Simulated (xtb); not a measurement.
**Geometry relaxation of C4H4OSi (charge +1) (part 3 of 4)**

The same run, continued: C4H4OSi, charge +1, multiplicity 2; GFN2-xTB (xtb 6.7.1). The starting geometry was optimised with GFN2-xTB.

Geometry of the input (Å):
```
C  2.0438  0.7018  -1.3386
C  1.0543  0.6210  -0.6647
C  -0.1023  0.4739  0.1217
Si -0.7922  -1.2725  0.4403
C  -0.7606  1.4521  0.6576
O  -1.4314  2.2428  1.1869
H  2.9072  0.7946  -1.9247
H  -2.1534  -1.3599  -0.0919
H  -0.8004  -1.5344  1.8807
H  0.1181  -2.1706  -0.2644
```

**Output, continued**
```
 --------------------
H7-C1-C2=178.49                C3-C2-C1=177.26                Si4-C3-C2=118.86               C5-C3-C2=127.36
C5-C3-Si4=113.78               H8-Si4-C3=101.98               H9-Si4-C3=101.99               H9-Si4-H8=114.20
H10-Si4-C3=100.72              H10-Si4-H8=117.03              H10-Si4-H9=117.04              O6-C5-C3=171.06

 selected dihedral angles (degree)
 ---------------------------------
C3-C2-C1-H7=180.07            Si4-C3-C2-C1=359.92           C5-C3-C2-C1=179.93            H8-Si4-C3-C2=239.18
H8-Si4-C3-C5= 59.18           H9-Si4-C3-C2=120.92           H9-Si4-C3-C5=300.92           H10-Si4-C3-C2=  0.05
H10-Si4-C3-C5=180.04          O6-C5-C3-C2=180.02            O6-C5-C3-Si4=  0.00
           -------------------------------------------------
          |                Final Singlepoint                |
           -------------------------------------------------

          ...................................................
          :                      SETUP                      :
          :.................................................:
          :  # basis functions                  34          :
          :  # atomic orbitals                  33          :
          :  # shells                           17          :
          :  # electrons                        29          :
          :  max. iterations                   250          :
          :  Hamiltonian                  GFN2-xTB          :
          :  restarted?                      false          :
          :  GBSA solvation                  false          :
          :  PC potential                    false          :
          :  electronic temp.          300.0000000     K    :
          :  accuracy                    1.0000000          :
          :  -> integral cutoff          0.2500000E+02      :
          :  -> integral neglect         0.1000000E-07      :
          :  -> SCF convergence          0.1000000E-05 Eh   :
          :  -> wf. convergence          0.1000000E-03 e    :
          :  Broyden damping             0.4000000          :
          :  net charge                          1          :
          :  unpaired electrons                  1          :
          ...................................................

 iter      E             dE          RMSdq      gap      omega  full diag
   1    -16.1242746 -0.161243E+02  0.798E-05    3.26       0.0  T
   2    -16.1242746  0.664571E-10  0.968E-05    3.26     326.8  T
   3    -16.1242746 -0.121286E-09  0.225E-05    3.26    1405.8  T

   *** convergence criteria satisfied after 3 iterations ***

         #    Occupation            Energy/Eh            Energy/eV
      -------------------------------------------------------------
         1        2.0000           -0.9767276             -26.5781
       ...           ...                  ...                  ...
         9        2.0000           -0.6953704             -18.9220
        10        2.0000           -0.6772195             -18.4281
        11        2.0000           -0.6704020             -18.2426
        12        2.0000           -0.6278364             -17.0843
        13        2.0000           -0.6266130             -17.0510
        14        2.0000           -0.6142237             -16.7139
        15        1.0000           -0.5893807             -16.0379 (HOMO)
        16                         -0.4693988             -12.7730 (LUMO)
        17                         -0.4367855             -11.8855
        18                         -0.4087502             -11.1227
        19                         -0.3873485             -10.5403
        20                         -0.3834665             -10.4347
       ...                                ...                  ...
        33                          1.1780830              32.0573
      -------------------------------------------------------------
                  HL-Gap            0.1199819 Eh            3.2649 eV
             Fermi-level           -0.5655960 Eh          -15.3907 eV

 SCC (total)                   0 d,  0 h,  0 min,  0.006 sec
 SCC setup                      ...        0 min,  0.000 sec (  1.152%)
 Dispersion                     ...        0 min,  0.000 sec (  0.627%)
 classical contributions        ...        0 min,  0.000 sec (  0.205%)
 integral evaluation            ...        0 min,  0.001 sec ( 19.260%)
 iterations                     ...        0 min,  0.002 sec ( 29.551%)
 molecular gradient             ...        0 min,  0.003 sec ( 46.691%)
 printout                       ...        0 min,  0.000 sec (  2.311%)

         :::::::::::::::::::::::::::::::::::::::::::::::::::::
         ::                     SUMMARY                     ::
         :::::::::::::::::::::::::::::::::::::::::::::::::::::
         :: total energy             -15.813784145008 Eh    ::
         :: gradient norm              0.000134806376 Eh/a0 ::
         :: HOMO-LUMO gap              3.264872889438 eV    ::
         ::.................................................::
         :: SCC energy               -16.124265887188 Eh    ::
         :: -> isotropic ES            0.121112390158 Eh    ::
         :: -> anisotropic ES         -0.014863893686 Eh    ::
         :: -> anisotropic XC          0.012414405152 Eh    ::
         :: -> dispersion             -0.005837752561 Eh    ::
         :: repulsion energy           0.310481742180 Eh    ::
         :: add. restraining           0.000000000000 Eh    ::
         :: total charge               1.000000000006 e     ::
         :::::::::::::::::::::::::::::::::::::::::::::::::::::

           -------------------------------------------------
          |                Property Printout                |
           -------------------------------------------------

    * Orbital Energies and Occupations

         #    Occupation            Energy/Eh            Energy/eV
      -------------------------------------------------------------
         1        2.0000           -0.9767276             -26.5781
       ...           ...                  ...                  ...
         3        2.0000           -0.8732136             -23.7614
         4        2.0000           -0.8364581             -22.7612
         5        2.0000           -0.8048887             -21.9021
         6        2.0000           -0.8047713             -21.8989
         7        2.0000           -0.7997397             -21.7620
         8        2.0000           -0.7560276             -20.5726
         9        2.0000           -0.6953704             -18.9220
        10        2.0000           -0.6772195             -18.4281
        11        2.0000           -0.6704020             -18.2426
        12        2.0000           -0.6278364             -17.0843
        13        2.0000           -0.6266130             -17.0510
        14        2.0000           -0.6142237             -16.7139
        15        1.0000           -0.5893807             -16.0379 (HOMO)
        16                         -0.4693988             -12.7730 (LUMO)
        17                         -0.4367855             -11.8855
        18                         -0.4087502             -11.1227
        19                         -0.3873485             -10.5403
        20                         -0.3834665             -10.4347
        21                         -0.3683635             -10.0237
        22                         -0.3281340              -8.9290
        23                         -0.2818982              -7.6708
        24                         -0.2524570              -6.8697
        25                         -0.1185719              -3.2265
        26                         -0.0063734              -0.1734
       ...                                ...                  ...
        33                          1.1780830              32.0573
      -------------------------------------------------------------
                  HL-Gap            0.1199819 Eh            3.2649 eV
             Fermi-level           -0.5655960 Eh          -15.3907 eV

     #   Z          covCN         q      C6AA      α(0)
     1   6 c        1.909     0.001    31.094     9.005
     2   6 c        1.984     0.059    29.568     8.781
     3   6 c        2.811    -0.063    29.561     8.908
     4  14 si       3.640     0.518    97.180    18.906
     5   6 c        1.877     0.294    24.467     7.989
     6   8 o        0.856    -0.038    15.629     5.300
     7   1 h        0.928     0.183     1.188     1.704
     8   1 h        0.919     0.016     2.798     2.616
     9   1 h        0.919     0.016     2.798     2.616
    10   1 h        0.920     0.015     2.807     2.620

 Mol. C6AA /au·bohr⁶  :       1687.067815
 Mol. C8AA /au·bohr⁸  :      55636.158264
 Mol. α(0) /au        :         68.446685

Wiberg/Mayer (AO) data.
largest (>0.10) Wiberg bond orders for each atom

 ---------------------------------------------------------------------------
     #   Z sym  total        # sym  WBO       # sym  WBO       # sym  WBO
 ---------------------------------------------------------------------------
     1   6 c    3.815 --     2 c    2.538     7 h    0.944     3 c    0.127
     2   6 c    3.977 --     1 c    2.538     3 c    1.339
     3   6 c    3.834 --     5 c    1.509     2 c    1.339     4 si   0.591
                             6 o    0.170     1 c    0.127
     4  14 si   3.377 --    10 h    0.892     9 h    0.868     8 h    0.868
                             3 c    0.591
     5   6 c    3.890 --     6 o    2.212     3 c    1.509
     6   8 o    2.581 --     5 c    2.212     3 c    0.170
     7   1 h    0.965 --     1 c    0.944
     8   1 h    0.999 --     4 si   0.868
     9   1 h    0.999 --     4 si   0.868
    10   1 h    1.000 --     4 si   0.892
 ---------------------------------------------------------------------------

Topologies differ in total number of bonds
Writing topology from bond orders to xtbtopo.mol

MOs/occ written to file <molden.input>

molecular dipole:
                 x           y           z       tot (Debye)
 q only:       -0.063      -0.538       0.008
   full:        0.007      -0.365      -0.025       0.931
molecular quadrupole (traceless):
                xx          xy          yy          xz          yz          zz
 q only:        3.046       4.577       0.306      -7.324      -2.413      -3.351
  q+dip:        5.137       4.173      -2.057      -9.793      -2.212      -3.081
   full:        3.150       5.814       0.246      -7.210      -3.276      -3.396

           -------------------------------------------------
          |                Geometry Summary                 |
           -------------------------------------------------

      molecular mass/u    :       96.1596102
   center of mass at/Å    :       -0.2040245       0.3241715       0.1754397
  moments of inertia/u·Å² :        0.1652514E+03   0.2015324E+03   0.3607043E+03
rotational constants/cm⁻¹ :        0.1020120E+00   0.8364728E-01   0.4673533E-01

 * 7 selected distances

     #   Z          #   Z                                           value/Å
     1   6 c        2   6 c                                       1.2173393
     2   6 c        3   6 c                                       1.3660414
     3   6 c        5   6 c                                       1.3243501
     5   6 c        6   8 o                                       1.1375917 (min)
     4  14 si       8   1 h                                       1.4625130 (max)
     4  14 si       9   1 h                                       1.4624995
     4  14 si      10   1 h                                       1.4565206

 * 3 distinct bonds (by element types)

   Z      Z             #   av. dist./Å        max./Å        min./Å
   6 C    6 C           3     1.3025769     1.3660414     1.2173393
   6 C    8 O           1     1.1375917     1.1375917     1.1375917
   1 H   14 Si          3     1.4605111     1.4625130     1.4565206

optimized geometry written to: xtbopt.coord

           -------------------------------------------------
          | TOTAL ENERGY              -15.813784145008 Eh   |
          | GRADIENT NORM               0.000134806376 Eh/α |
          | HOMO-LUMO GAP               3.264872889438 eV   |
           -------------------------------------------------

------------------------------------------------------------------------
------------------------------------------------------------------------
 total:
 *  cpu-time:     0 d,  0 h,  0 min,  0.158 sec
 * ratio c/w:     1.000 speedup
 SCF:
 *  cpu-time:     0 d,  0 h,  0 min,  0.013 sec
 * ratio c/w:     1.000 speedup
 ANC optimizer:
 *  cpu-time:     0 d,  0 h,  0 min,  0.131 sec
 * ratio c/w:     1.000 speedup
```

**Standard error**
```
normal termination of xtb
```

**Trajectory as extended XYZ (Å, eV, eV/Å), 16 frames, from step=0 to step=15**
```
10
Properties=species:S:1:pos:R:3 step=0 energy=-430.11789
C     2.0438    0.7018   -1.3386
C     1.0543    0.6210   -0.6647
C    -0.1023    0.4739    0.1217
Si   -0.7922   -1.2725    0.4403
C    -0.7606    1.4521    0.6576
O    -1.4314    2.2428    1.1869
H     2.9072    0.7946   -1.9247
H    -2.1534   -1.3599   -0.0919
H    -0.8004   -1.5344    1.8807
H     0.1181   -2.1706   -0.2644
10
Properties=species:S:1:pos:R:3 step=1 energy=-430.28495
C     2.0393    0.6952   -1.3356
C     1.0381    0.6054   -0.6524
C    -0.1057    0.4534    0.1182
Si   -0.7955   -1.3326    0.4370
C    -0.7736    1.4498    0.6682
O    -1.4317    2.2206    1.1850
H     2.9075    0.7955   -1.9257
H    -2.1638   -1.3006   -0.1000
H    -0.7911   -1.4768    1.9002
H     0.1597   -2.1611   -0.2921
10
Properties=species:S:1:pos:R:3 step=2 energy=-430.30487
C     2.0335    0.6943   -1.3306
C     1.0270    0.6043   -0.6538
C    -0.0966    0.4511    0.1190
Si   -0.7977   -1.3590    0.4364
C    -0.7809    1.4532    0.6599
O    -1.4301    2.2144    1.1949
H     2.9038    0.7944   -1.9204
H    -2.1599   -1.2773   -0.1094
H    -0.7813   -1.4555    1.9027
H     0.1653   -2.1710   -0.2958
10
Properties=species:S:1:pos:R:3 step=3 energy=-430.28645
C     2.0252    0.6946   -1.3391
C     1.0361    0.6078   -0.6346
C    -0.1030    0.4583    0.0970
Si   -0.8037   -1.3756    0.4369
C    -0.7467    1.4534    0.7108
O    -1.4658    2.2121    1.1609
H     2.9032    0.7883   -1.9192
H    -2.1565   -1.2691   -0.1149
H    -0.7681   -1.4413    1.9009
H     0.1623   -2.1797   -0.2958
10
Properties=species:S:1:pos:R:3 step=4 energy=-430.31090
C     2.0339    0.6943   -1.3336
C     1.0362    0.6099   -0.6412
C    -0.0969    0.4614    0.1078
Si   -0.8047   -1.3680    0.4395
C    -0.7770    1.4572    0.6664
O    -1.4423    2.2085    1.1978
H     2.9019    0.7882   -1.9270
H    -2.1555   -1.2749   -0.1143
H    -0.7706   -1.4499    1.8999
H     0.1580   -2.1779   -0.2925
10
Properties=species:S:1:pos:R:3 step=5 energy=-430.30805
C     2.0481    0.6925   -1.3190
C     1.0185    0.6116   -0.6736
C    -0.0872    0.4631    0.1199
Si   -0.8060   -1.3656    0.4412
C    -0.7736    1.4551    0.6723
O    -1.4544    2.2037    1.1910
H     2.9090    0.7877   -1.9221
H    -2.1551   -1.2710   -0.1176
H    -0.7732   -1.4512    1.9010
H     0.1570   -2.1772   -0.2902
10
Properties=species:S:1:pos:R:3 step=6 energy=-430.31218
C     2.0317    0.6935   -1.3457
C     1.0322    0.6129   -0.6564
C    -0.0873    0.4664    0.1168
Si   -0.8065   -1.3656    0.4417
C    -0.7769    1.4549    0.6697
O    -1.4560    2.1980    1.1998
H     2.9150    0.7828   -1.9165
H    -2.1550   -1.2688   -0.1176
H    -0.7703   -1.4481    1.9015
H     0.1561   -2.1772   -0.2905
10
Properties=species:S:1:pos:R:3 step=7 energy=-430.31045
C     2.0483    0.6903   -1.3239
C     1.0468    0.6132   -0.6369
C    -0.0985    0.4715    0.0958
Si   -0.8077   -1.3663    0.4411
C    -0.7815    1.4557    0.6653
O    -1.4554    2.1910    1.2117
H     2.8977    0.7814   -1.9444
H    -2.1556   -1.2696   -0.1159
H    -0.7655   -1.4411    1.9014
H     0.1547   -2.1772   -0.2913
10
Properties=species:S:1:pos:R:3 step=8 energy=-430.31379
C     2.0413    0.6906   -1.3370
C     1.0381    0.6142   -0.6522
C    -0.0891    0.4719    0.1084
Si   -0.8074   -1.3641    0.4420
C    -0.7789    1.4546    0.6700
O    -1.4628    2.1882    1.2064
H     2.9101    0.7792   -1.9288
H    -2.1551   -1.2667   -0.1173
H    -0.7681   -1.4432    1.9017
H     0.1550   -2.1758   -0.2902
10
Properties=species:S:1:pos:R:3 step=9 energy=-430.31435
C     2.0431    0.6882   -1.3407
C     1.0394    0.6152   -0.6561
C    -0.0854    0.4760    0.1088
Si   -0.8075   -1.3609    0.4425
C    -0.7805    1.4532    0.6718
O    -1.4726    2.1777    1.2110
H     2.9148    0.7744   -1.9293
H    -2.1550   -1.2624   -0.1174
H    -0.7681   -1.4398    1.9023
H     0.1550   -2.1726   -0.2899
10
Properties=species:S:1:pos:R:3 step=10 energy=-430.31491
C     2.0487    0.6823   -1.3438
C     1.0446    0.6171   -0.6586
C    -0.0804    0.4847    0.1047
Si   -0.8073   -1.3536    0.4430
C    -0.7841    1.4508    0.6747
O    -1.4910    2.1550    1.2214
H     2.9193    0.7640   -1.9350
H    -2.1548   -1.2547   -0.1166
H    -0.7674   -1.4319    1.9027
H     0.1554   -2.1647   -0.2897
10
Properties=species:S:1:pos:R:3 step=11 energy=-430.31496
C     2.0491    0.6813   -1.3440
C     1.0451    0.6171   -0.6585
C    -0.0802    0.4848    0.1045
Si   -0.8068   -1.3522    0.4427
C    -0.7849    1.4501    0.6743
O    -1.4924    2.1518    1.2231
H     2.9193    0.7625   -1.9356
H    -2.1548   -1.2533   -0.1164
H    -0.7674   -1.4304    1.9028
H     0.1562   -2.1629   -0.2901
10
Properties=species:S:1:pos:R:3 step=12 energy=-430.31498
C     2.0492    0.6808   -1.3440
C     1.0452    0.6177   -0.6584
C    -0.0800    0.4848    0.1043
Si   -0.8064   -1.3514    0.4426
C    -0.7850    1.4501    0.6743
O    -1.4935    2.1502    1.2238
H     2.9192    0.7615   -1.9359
H    -2.1544   -1.2527   -0.1161
H    -0.7674   -1.4298    1.9024
H     0.1562   -2.1623   -0.2900
10
Properties=species:S:1:pos:R:3 step=13 energy=-430.31498
C     2.0491    0.6806   -1.3439
C     1.0452    0.6181   -0.6583
C    -0.0802    0.4846    0.1043
Si   -0.8064   -1.3513    0.4425
C    -0.7849    1.4502    0.6743
O    -1.4938    2.1497    1.2239
H     2.9191    0.7611   -1.9359
H    -2.1543   -1.2524   -0.1164
H    -0.7671   -1.4294    1.9025
H     0.1563   -2.1624   -0.2901
10
Properties=species:S:1:pos:R:3 step=14 energy=-430.31499
C     2.0490    0.6805   -1.3439
C     1.0450    0.6186   -0.6583
C    -0.0803    0.4846    0.1044
Si   -0.8064   -1.3515    0.4425
C    -0.7847    1.4506    0.6743
O    -1.4937    2.1501    1.2238
H     2.9191    0.7611   -1.9357
H    -2.1542   -1.2527   -0.1164
H    -0.7671   -1.4297    1.9024
H     0.1562   -2.1627   -0.2901
10
Properties=species:S:1:pos:R:3 step=15 energy=-430.31499
C     2.0490    0.6802   -1.3439
C     1.0450    0.6187   -0.6583
C    -0.0803    0.4847    0.1045
Si   -0.8064   -1.3516    0.4425
C    -0.7847    1.4507    0.6742
O    -1.4937    2.1502    1.2239
H     2.9191    0.7611   -1.9357
H    -2.1542   -1.2528   -0.1165
H    -0.7670   -1.4298    1.9024
H     0.1563   -2.1627   -0.2901
```

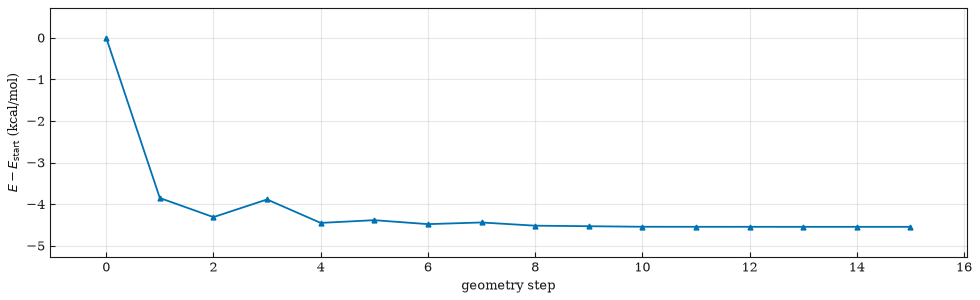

Figure 1. Progress of the relaxation, step by step (steps are counted from 0).
